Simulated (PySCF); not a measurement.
## Electronic structure of ClF4HO2Si2 in real space

Input

```
{"job": {"kind": "nmr", "xc": "PBE0", "basis": "pcSseg-1"}, "charge": 0, "multiplicity": 1}
Si    -0.198373    -0.061607    -1.591486
F     -0.738882    -1.458739    -2.158992
Cl     1.461773     0.488989    -2.601962
O      0.165674    -0.345389    -0.016146
Si     0.663834     0.186359     1.423280
F      0.466427    -0.952661     2.513900
F      2.199351     0.598803     1.391219
F     -0.186429     1.458779     1.865794
O     -1.306465     1.115004    -1.767347
H     -2.172815     1.008404    -1.362435
```

Launched as:

```sh
OMP_NUM_THREADS=1 python cluster_run.py task.json out
```

Geometry: PBE0-D3(BJ)/def2-SVP.

The calculation used PySCF 2.14.0, PBE0/pcSseg-1, SCF density, gas phase, non-relativistic.

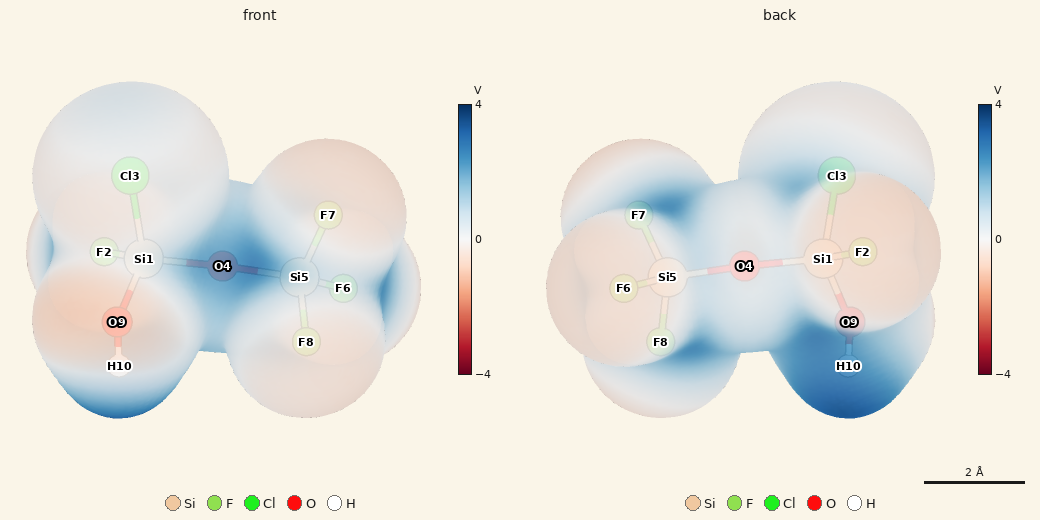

Figure 1. The electrostatic potential painted on the density surface at 0.002 e/bohr³, seen from the front and from behind; the colour scale runs from red (negative) to blue (positive).

Question: Which sites attract a positive test charge, and which a negative one?

Answer: A positive charge is drawn to the negative regions and a negative charge to the positive ones. The most negative region (about −0.8 V) lies over O9, the most positive (about +3.3 V) over H10. Cl3 shows a σ-hole: about +0.4 V at the tip opposite its bond, against about −0.1 V on its flanks.

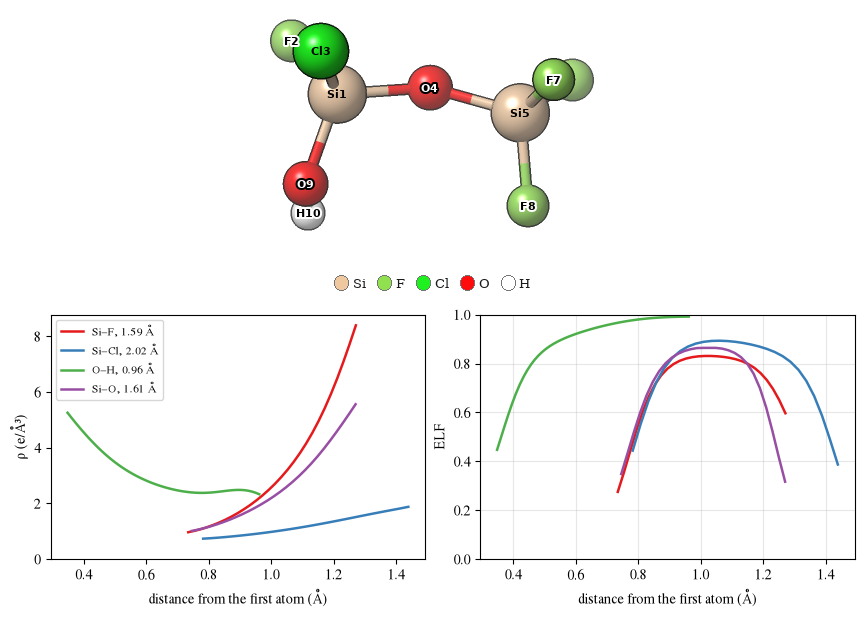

Figure 2. Electron density and electron localisation function along straight lines between neighbouring atoms. The curves leave out the atomic cores. The structure is drawn too.

Question: What can be read from the curves?

Answer: Si–F (1.59 Å): ρ at the midpoint is about 1.1 e/Å³; the ELF peaks at about 0.85 in the valence shell of F, 0.6 Å from its nucleus, and is about 0.55 at the midpoint.
Si–Cl (2.02 Å): ρ at the midpoint is about 0.99 e/Å³; the ELF peaks at about 0.90 between the atoms; a shared but strongly polarised pair.
O–H (0.96 Å): ρ is about 3.7 e/Å³ halfway; the ELF climbs to about 1 towards the hydrogen, as it does in any bond to H; a covalent bond by its length.
Si–O (1.61 Å): ρ at the midpoint is about 1.2 e/Å³; the ELF peaks at about 0.85 between the atoms: a polar covalent bond.
